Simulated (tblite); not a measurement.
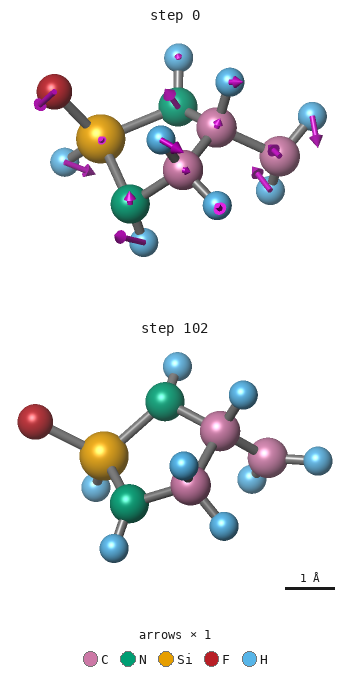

The structure of C$_{3}$H$_{8}$FN$_{2}$Si (multiplicity 2) before (top) and after (bottom) a relaxation, at one scale. The purple arrows give the displacements, at their true length.

Style: ball-and-stick. Shown from a free direction.

All numbers below come from GFN2-xTB geometry optimisation, gas phase in tblite 0.8.0. 

What changed between the two?

Answer. After 102 geometry steps the energy has fallen by 113.0 kJ/mol. The largest move after the best rigid fit is that of an H atom, 1.12 Å. By element the largest moves are H 1.12 Å, F 0.98 Å, N 0.69 Å, C 0.50 Å, Si 0.18 Å. Some distances before and after: C–C 1.462 → 1.567 Å, N–Si 1.797 → 1.706 Å, N–Si 1.770 → 1.710 Å, F–Si 1.665 → 1.610 Å. Among the angles between lasting bonds that change: Si–N–H 110.9° → 127.3°, C–N–Si 98.0° → 114.3°, C–C–H 108.5° → 120.9°.
